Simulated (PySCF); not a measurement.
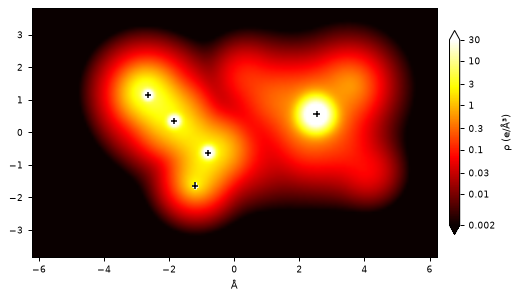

The electron density on a plane through atoms (crosses mark nuclei in the plane).

The calculation used wB97X-D/def2-SVPD, SCF density, gas phase (PySCF 2.14.0).

Candidates:
A. C5H12O2Si
B. C3H9GaN2S (SMILES N#CCS[CH2][GaH2-][NH3+])

> Which candidate gave the map?

Candidate B: C3H9GaN2S on the plane of atoms C2, C3 and H8, which holds N, C, Ga and H. C–N (1.14 Å): ρ at the midpoint is about 3.6 e/Å³. C–C (1.43 Å): ρ at the midpoint is about 1.9 e/Å³.
